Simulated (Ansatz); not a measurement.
**Geometry relaxation of HfH₄ClO₃F (part 2 of 2)**

The same run, continued: HfH₄ClO₃F; RKS PBE/def2-SVP (Ansatz 0.2.0). The input holds or restrains some coordinates. It belongs to a series of runs on one base structure; here: pulled along the bonds that form and break, towards end B.

Geometry of the input (Å):
```
Hf 0.0000  0.0000  0.0000
Cl 0.0000  0.0000  2.8700
O  1.9520  0.0000  -0.6893
H  2.2684  -0.9521  -0.8060
O  -0.9750  1.6891  -0.6893
H  -1.9328  1.4584  -0.9117
O  -0.9750  -1.6891  -0.6893
H  -1.4296  -2.1548  0.0831
F  1.1957  1.8033  0.7189
H  0.8728  1.3162  1.9315
```

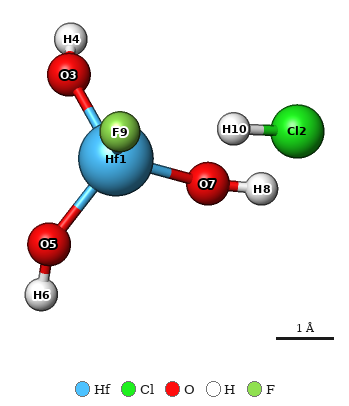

Figure 1. The geometry at step 11 of the log (ball-and-stick view, seen at a tilt; atoms are numbered from 1 in the order of the input).

## Trajectory as extended XYZ, continued
```
10
Properties=species:S:1:pos:R:3:forces:R:3 step=4 energy=-22733.86407
Hf    0.1249    0.1843   -0.3861   -0.0587  -0.1149   1.0236
Cl    0.1165    0.1738    3.2394    0.3006   0.4245  -0.8651
O     2.0018   -0.0872   -0.7990    0.6283  -0.5805  -1.0160
H     2.3061   -1.0031   -0.8486    0.3612  -0.5488  -0.3598
O    -1.0443    1.6909   -0.7820   -0.6513   0.2093  -0.8779
H    -1.9756    1.4736   -0.9405   -0.4897   0.0957  -0.2976
O    -0.9215   -1.5855   -0.5934    0.4676   1.0599   1.2212
H    -1.4195   -2.1511    0.0383    0.2095   0.1216  -0.5791
F     1.0815    1.7153    0.4687   -0.5755  -0.4288   1.4711
H     0.7065    1.0598    2.4212   -0.1921  -0.2380   0.2797
10
Properties=species:S:1:pos:R:3:forces:R:3 step=5 energy=-22734.71159
Hf    0.1647    0.2466   -0.3853    0.3653   0.5786   0.4187
Cl    0.0967    0.1372    3.3252    0.3399   0.4919  -0.6711
O     2.0229   -0.1600   -0.9589   -0.4230  -0.2441  -0.4769
H     2.3261   -1.0853   -0.9814    0.0965  -0.0543  -0.2792
O    -1.0993    1.6774   -0.9474   -0.0283  -0.5280  -0.4812
H    -2.0444    1.4573   -1.0497   -0.0065   0.0993  -0.2427
O    -0.8551   -1.4740   -0.4728   -0.0267   0.2980   1.0784
H    -1.3939   -2.1170    0.0428    0.3951   0.3668  -0.5120
F     1.0396    1.7038    0.6317   -0.4257  -0.6227   0.9387
H     0.7193    1.0850    2.6138   -0.2865  -0.3855   0.2273
10
Properties=species:S:1:pos:R:3:forces:R:3 step=6 energy=-22735.25186
Hf    0.2007    0.3086   -0.3534    0.3302   0.5763  -0.1813
Cl    0.0580    0.0622    3.3610    0.5523   0.8455  -0.6214
O     1.9667   -0.1839   -1.1436   -0.6434  -0.0486  -0.0512
H     2.3062   -1.0997   -1.1104   -0.0486   0.1633  -0.2268
O    -1.0866    1.6206   -1.1383    0.2609  -0.6162  -0.0645
H    -2.0463    1.4348   -1.1723    0.2195   0.0675  -0.2000
O    -0.8068   -1.3785   -0.3149   -0.1499  -0.0139   0.7518
H    -1.3581   -2.0746    0.0966    0.3438   0.3520  -0.2527
F     1.0233    1.6853    0.8012   -0.3313  -0.5279   0.5664
H     0.7193    1.0962    2.7920   -0.5334  -0.7981   0.2797
10
Properties=species:S:1:pos:R:3:forces:R:3 step=7 energy=-22735.58703
Hf    0.2168    0.3460   -0.3295    0.2595   0.4376  -0.3334
Cl    0.0164   -0.0122    3.3757    0.6055   0.9191  -0.3738
O     1.8812   -0.1559   -1.2901   -0.4880  -0.0493   0.1563
H     2.2577   -1.0573   -1.2778   -0.0543   0.1944  -0.1617
O    -1.0153    1.5676   -1.2976    0.2038  -0.4831   0.1372
H    -1.9807    1.4246   -1.3414    0.1945   0.0709  -0.1466
O    -0.7752   -1.3198   -0.1319   -0.0315   0.0917   0.3594
H    -1.3198   -2.0402    0.2230    0.1679   0.1595  -0.0380
F     0.9855    1.6511    0.9401   -0.2373  -0.4160   0.2381
H     0.7099    1.0671    2.9474   -0.6200  -0.9249   0.1625
10
Properties=species:S:1:pos:R:3:forces:R:3 step=8 energy=-22735.74723
Hf    0.2125    0.3480   -0.3222    0.1502   0.3131  -0.2764
Cl   -0.0166   -0.0868    3.3739    0.5097   0.7957  -0.1869
O     1.8226   -0.1478   -1.3435   -0.1905  -0.2085   0.1015
H     2.3000   -0.9951   -1.4382   -0.1616   0.2945  -0.0668
O    -0.9767    1.5247   -1.3643   -0.1210  -0.2954   0.0831
H    -1.9433    1.5184   -1.5141    0.3949   0.0097  -0.0331
O    -0.7706   -1.2929    0.0178    0.0245   0.1067   0.1815
H    -1.2738   -2.0179    0.4154    0.0982   0.1064  -0.0120
F     0.9566    1.6135    0.9964   -0.1784  -0.3110   0.1408
H     0.6659    1.0070    2.9968   -0.5259  -0.8113   0.0683
10
Properties=species:S:1:pos:R:3:forces:R:3 step=9 energy=-22735.82885
Hf    0.2264    0.3806   -0.3084    0.0476   0.0671  -0.1246
Cl   -0.0610   -0.1817    3.3710    0.4434   0.7138  -0.0598
O     1.7699   -0.1448   -1.3856    0.1847  -0.4036  -0.0204
H     2.2800   -0.9561   -1.5857   -0.2629   0.4287   0.0381
O    -0.9450    1.4824   -1.4162   -0.4820  -0.0270  -0.0682
H    -1.8911    1.5382   -1.6642    0.5382  -0.0245   0.0745
O    -0.7429   -1.2306    0.1556    0.0025   0.0422   0.0558
H    -1.2123   -1.9568    0.5895    0.0880   0.1206  -0.0155
F     0.9482    1.6181    1.0467   -0.1224  -0.2184   0.1002
H     0.6044    0.9216    3.0150   -0.4370  -0.6989   0.0199
10
Properties=species:S:1:pos:R:3:forces:R:3 step=10 energy=-22735.85548
Hf    0.2290    0.3912   -0.3003    0.0992   0.2484  -0.2313
Cl   -0.0400   -0.2692    3.3610    0.3812   0.7457  -0.0412
O     1.7602   -0.1502   -1.3821   -0.0655  -0.0090   0.1094
H     2.2599   -0.9339   -1.6516    0.0137   0.0008  -0.0638
O    -0.9357    1.4766   -1.4292    0.0514  -0.0616   0.1048
H    -1.8489    1.5347   -1.7442   -0.0025   0.0045  -0.0588
O    -0.7522   -1.1900    0.2093    0.0082   0.0059  -0.0163
H    -1.1700   -1.8997    0.7113   -0.0056  -0.0044   0.0514
F     0.9431    1.6318    1.0563   -0.1407  -0.2205   0.1180
H     0.5312    0.8798    2.9873   -0.3392  -0.7099   0.0278
10
Properties=species:S:1:pos:R:3:forces:R:3 step=11 energy=-22735.86098
Hf    0.2159    0.4117   -0.2952    0.1563   0.1503  -0.0648
Cl    0.0330   -0.3853    3.3460    0.3848   0.9895  -0.0415
O     1.7519   -0.1632   -1.3413    0.1984  -0.3398  -0.0941
H     2.2488   -0.9059   -1.7310   -0.2047   0.3212   0.1229
O    -0.9357    1.4743   -1.4443   -0.5275   0.0553  -0.2349
H    -1.7993    1.5354   -1.8986    0.4821  -0.0321   0.2068
O    -0.7753   -1.1479    0.2640   -0.1679  -0.2620   0.1501
H    -1.1437   -1.8289    0.8528    0.1479   0.2810  -0.1936
F     0.9019    1.6484    1.0800   -0.1564  -0.2056   0.0808
H     0.4790    0.8326    2.9855   -0.3131  -0.9578   0.0682
10
Properties=species:S:1:pos:R:3:forces:R:3 step=12 energy=-22735.87611
Hf    0.2006    0.4207   -0.2834    0.1277   0.2079  -0.1040
Cl    0.0841   -0.4179    3.3482    0.3660   0.9368  -0.0481
O     1.7477   -0.1580   -1.3070    0.1424  -0.2411  -0.0485
H     2.2364   -0.8857   -1.7263   -0.1234   0.2028   0.0725
O    -0.9402    1.4707   -1.4554   -0.3830   0.0289  -0.1826
H    -1.7694    1.5072   -1.9668    0.3550  -0.0145   0.1758
O    -0.8015   -1.1369    0.2621   -0.1136  -0.1450   0.0707
H    -1.1648   -1.7994    0.8690    0.0738   0.1326  -0.0855
F     0.8688    1.6676    1.0912   -0.1503  -0.2080   0.0926
H     0.5149    0.8027    2.9863   -0.2946  -0.9005   0.0571
10
Properties=species:S:1:pos:R:3:forces:R:3 step=13 energy=-22735.90175
Hf    0.1630    0.4490   -0.2785    0.0994   0.1942  -0.0014
Cl    0.2503   -0.5180    3.3278    0.3033   0.8978  -0.0793
O     1.7570   -0.1756   -1.2011   -0.0063  -0.0668   0.0019
H     2.2342   -0.8666   -1.6834   -0.0405   0.0867   0.0310
O    -0.9610    1.4728   -1.4907   -0.3361  -0.0250  -0.2905
H    -1.7216    1.4685   -2.1027    0.3732   0.0033   0.2636
O    -0.8702   -1.0996    0.2523   -0.0575   0.0181   0.0202
H    -1.2107   -1.7223    0.9099    0.0358   0.0364  -0.0238
F     0.7479    1.7302    1.1066   -0.1359  -0.2968   0.0345
H     0.5876    0.7325    2.9777   -0.2354  -0.8478   0.0438
10
Properties=species:S:1:pos:R:3:forces:R:3 step=14 energy=-22735.91541
Hf    0.1247    0.4595   -0.2689    0.1487   0.2239  -0.0433
Cl    0.4284   -0.5938    3.3046    0.2169   1.1259  -0.1593
O     1.7470   -0.1729   -1.1390   -0.0827  -0.0210   0.0640
H     2.2306   -0.8403   -1.6453   -0.0058   0.0433   0.0199
O    -0.9457    1.4650   -1.5444   -0.0933  -0.0504  -0.0765
H    -1.6643    1.4465   -2.1959    0.1275   0.0098   0.0890
O    -0.9390   -1.0701    0.2600   -0.0891  -0.0061   0.0717
H    -1.2645   -1.6795    0.9391    0.0515   0.0463  -0.0616
F     0.6445    1.7529    1.1311   -0.1203  -0.2973   0.0180
H     0.6147    0.7038    2.9765   -0.1534  -1.0743   0.0783
10
Properties=species:S:1:pos:R:3:forces:R:3 step=15 energy=-22735.93699
Hf    0.0907    0.4870   -0.2760    0.0759   0.1219   0.1615
Cl    0.5957   -0.6714    3.2399    0.1305   1.0976  -0.1803
O     1.7544   -0.1739   -1.0452   -0.0979  -0.0354  -0.0069
H     2.2606   -0.8439   -1.5277   -0.0256   0.0878   0.0573
O    -0.9563    1.4624   -1.5915   -0.0740  -0.0483  -0.1504
H    -1.6547    1.4262   -2.2641    0.1254   0.0233   0.0974
O    -1.0037   -1.0188    0.2691   -0.0314   0.0884   0.0097
H    -1.3198   -1.6291    0.9512    0.0550   0.0258  -0.0434
F     0.5273    1.7954    1.1400   -0.0766  -0.3463  -0.0253
H     0.6822    0.6371    2.9221   -0.0813  -1.0146   0.0804
10
Properties=species:S:1:pos:R:3:forces:R:3 step=16 energy=-22735.98170
Hf    0.0284    0.5056   -0.2607    0.0027   0.2320  -0.0213
Cl    0.7777   -0.7223    3.1742    0.0369   0.9012  -0.1723
O     1.7046   -0.1924   -0.9413    0.0096  -0.0724  -0.0043
H     2.2749   -0.8135   -1.4139    0.0082   0.0538   0.0357
O    -0.9228    1.4402   -1.6752   -0.0037  -0.0218   0.0033
H    -1.6181    1.4408   -2.3483    0.0463   0.0105   0.0272
O    -1.1303   -0.9408    0.2981   -0.0991  -0.1511   0.1463
H    -1.3085   -1.6356    0.9522    0.0332   0.1035  -0.1057
F     0.4087    1.8074    1.1723   -0.0137  -0.2533   0.0388
H     0.7620    0.5817    2.8605   -0.0205  -0.8025   0.0524
10
Properties=species:S:1:pos:R:3:forces:R:3 step=17 energy=-22736.00001
Hf   -0.0377    0.5080   -0.2678    0.0801   0.1311   0.1445
Cl    0.9537   -0.7597    3.0869   -0.0684   0.8833  -0.1550
O     1.6615   -0.2308   -0.8279   -0.0153  -0.0455  -0.0686
H     2.3145   -0.7775   -1.2838    0.0001   0.0479   0.0392
O    -0.9146    1.4319   -1.7343   -0.0304  -0.0317  -0.0057
H    -1.5900    1.4911   -2.4239    0.0373   0.0148   0.0179
O    -1.2290   -0.9032    0.3324   -0.0459  -0.0407   0.0440
H    -1.3167   -1.6355    0.9626    0.0070   0.0596  -0.0598
F     0.3125    1.8044    1.1774   -0.0170  -0.2434  -0.0005
H     0.8224    0.5423    2.7963    0.0526  -0.7754   0.0439
```

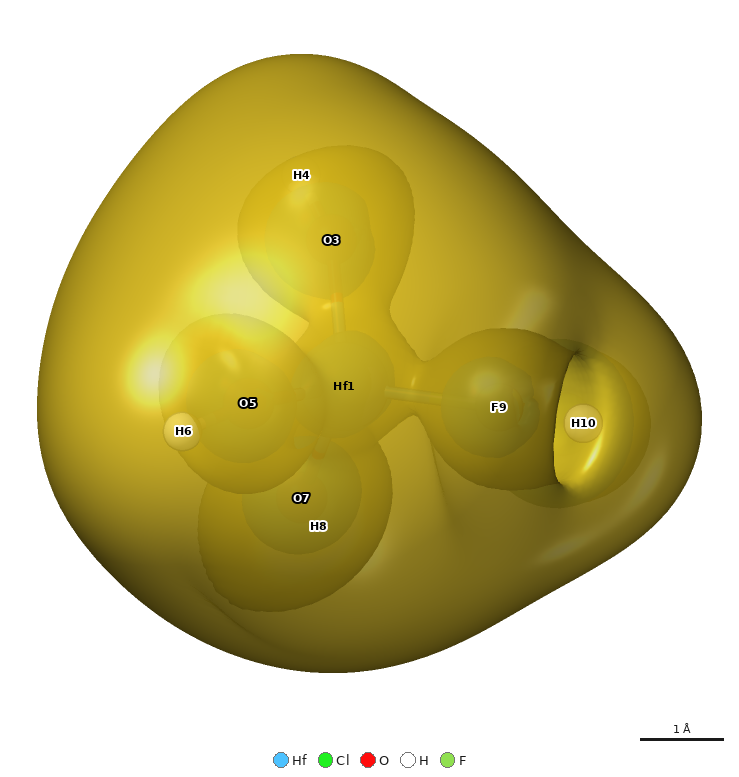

Figure 2. One frontier orbital at ±0.04 Å⁻³ᐟ² (yellow and cyan are the two phases), seen at an oblique angle. The LUMO, at −0.82 eV. Its weight (Hirshfeld) is mainly on Hf1 (50 %).

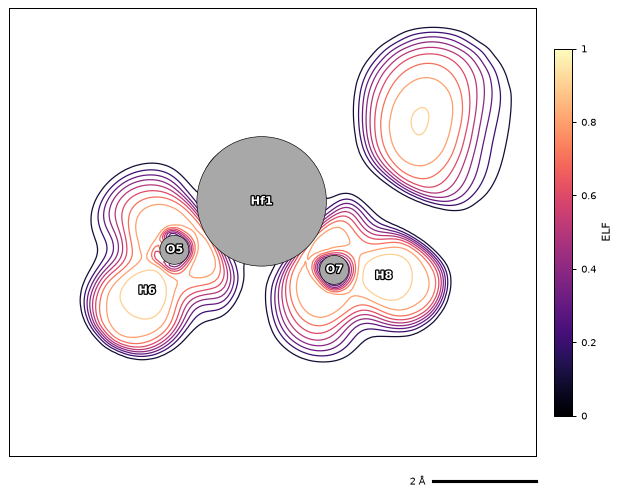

Figure 3. Electron localisation function on the plane of atoms O5, Hf1 and O7. Grey discs, where drawn, cover atomic cores. The section cuts through Hf, O and H sites. Hf–O (1.94 Å): the ELF peaks at about 0.80 in the valence shell of O, 0.6 Å from its nucleus, and drops to about 0.15 between the two atoms.
